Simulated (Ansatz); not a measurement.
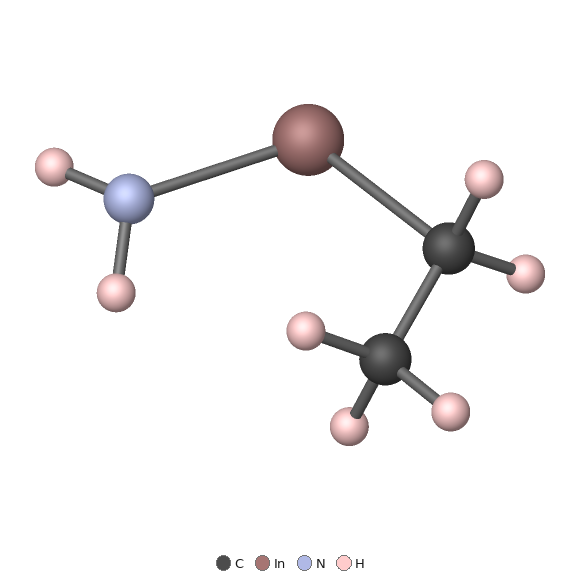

The picture comes from a calculation with Ansatz.

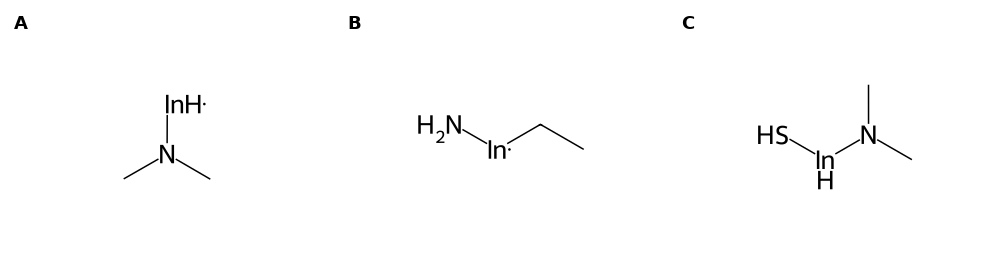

> Which structural formula matches the 3D model?

B, `C[CH2][In][NH2]`.
